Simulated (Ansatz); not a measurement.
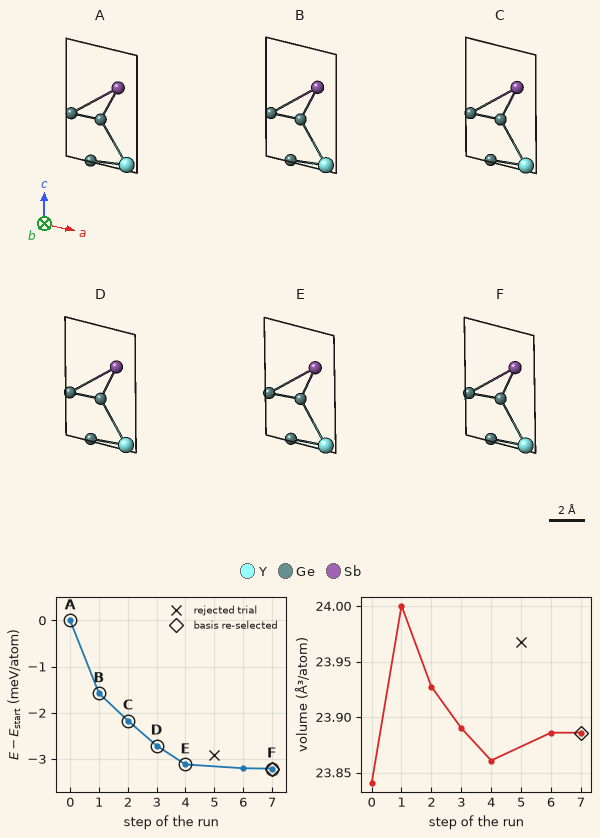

Frames of a relaxation of crystalline YGe3Sb (built on the cubic perovskite type), marked on the history of the run. Style: ball-and-stick. Shown: the cell of the calculation, along the b axis.

Case: the structure that the rattled cubic perovskite type (Pm-3m, No. 221) fell into.

Computed with Ansatz 0.2.0, DFT PBE, scalar-relativistic, plane waves, PAW.

Input file:
```yaml
crystal:
  lattice:
    - [4.2169053525, 0.0, 0.0]
    - [0.0, 4.2822194463, 0.0]
    - [-1.600122805, 0.0, 6.6011227185]
  atoms:
    - { symbol: "Y", position: [0.8553081482, 0.0, 0.0481110649] }
    - { symbol: Ge, position: [0.3470104958, 0.5, 0.0107460165] }
    - { symbol: Ge, position: [0.0741425327, 0.5, 0.3739390855] }
    - { symbol: Ge, position: [0.4883013103, 0.0, 0.3807424613] }
    - { symbol: Sb, position: [0.735237513, 0.5, 0.6864613716] }
basis:
  ecutwfc: 420
kpoints:
  mp_grid: { grid: [10, 10, 6] }
hamiltonian:
  xc: pbe
scf:
  occupations: { method: gaussian, width: 0.1 }
output:
  forces: true
  stress: true
  eigenvalues: true
relax:
  adjacent_minimum: "off"
  f_tol: 0.01
  max_steps: 80
  cell: { stress_tol: 0.05 }
```

Command:
```bash
ansatz run input.yaml --threads 1 --pin off --max-ram 2560MiB --backend cpu --events-out ev --progress --plain --runs-dir out
```

**What happens along the run?**

The largest move relative to the cell is that of Ge3, 0.095 Å along [−2 0 −1]. By element the largest moves are Ge 0.095 Å, Sb 0.050 Å, Y 0.042 Å. The drawn cell changes as follows: a 4.217 → 4.153 Å (−1.5 %), b 4.282 → 4.395 Å (+2.6 %), c unchanged at 6.792 Å, β 103.6° → 105.6°; the volume changes by +0.2 %. Some distances before and after: Ge3–Ge4 2.757 → 2.873 Å, Y1–Ge4 3.024 → 3.069 Å, Ge3–Sb5 2.824 → 2.868 Å, Ge3–Sb5 (another image) 3.081 → 3.038 Å. Among the angles between lasting bonds that change: Sb5–Ge4–Sb5 91.3° → 96.0°, Y1–Ge2–Y1 170.6° → 174.6°, Y1–Ge3–Y1 88.8° → 92.3°. The space group stays Pm (No. 6). Over 5 accepted moves (7 points after the start) the energy falls by 3.2 meV per atom. Largest force component: 0.098 eV/Å at the start, 0.0069 eV/Å at the end. Pressure: 0.30 GPa at the start and −0.03 GPa at the end. The line search rejected the trial step at point 5 of the run. The SCF was repeated once at an unchanged geometry on a basis and grid sized afresh for the cell, which shifted the energy by less than 0.05 meV per atom at most. From step 0 to 1: Ge2 moves most (0.04 Å), volume +0.7 %, energy −1.6 meV per atom. From step 1 to 2: Y and Ge atoms move most (0.02 Å), volume −0.3 %, energy −0.6 meV per atom. From step 2 to 3: Ge3 moves most (0.02 Å), volume −0.2 %, energy −0.5 meV per atom. From step 3 to 4: Ge3 moves most (0.03 Å), volume −0.1 %, energy −0.4 meV per atom. From step 4 to 7: volume +0.1 %, energy −0.1 meV per atom.
